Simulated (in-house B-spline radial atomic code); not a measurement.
```
Z = 76
electrons = 73.0
configuration = [Xe] 4f14 5d5
hamiltonian = x2c
method = wb97x
lmax = 9
rms_radius = 5.4126
spin_polarised = True
box_radius = 14.14
intervals = 68
```

Command:
```bash
python run_gw.py task.json out
```

All-electron spherical atom, scalar X2C, wB97X start, no spin-orbit coupling, Breit or QED terms; computed with a B-spline radial code. The quasi-particle equation is solved at full frequency; levels of low quasi-particle weight Z are left out.

Mean-field and G₀W₀ levels (solid occupied, dashed empty) for Os IV (Os³⁺):

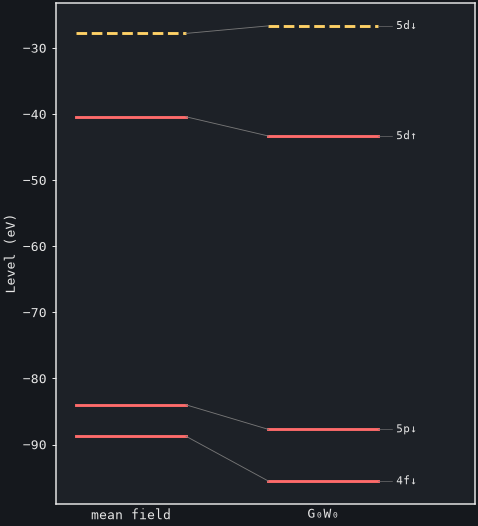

G₀W₀ moves the highest occupied level, 5d↑, from −40.41 to −43.31 eV (renormalisation factor Z = 0.96). The empty level 5d↓ goes from −27.79 to −26.65 eV.

```
Level  Mean field (eV)  Σx − vxc (eV)  Σc (eV)     Z  G₀W₀ (eV)
  5d↓           −27.79           4.20    −3.06  0.96     −26.65
  5d↑           −40.41          −2.54    −0.37  0.96     −43.31
  5p↓           −83.99          −3.80     0.08  0.94     −87.71
  4f↓           −88.75         −13.39     6.61  0.90     −95.53
```

Limits of the model: relativistic terms absent here (spin-orbit coupling, Breit, QED) can be large for so heavy or highly charged an atom or ion.
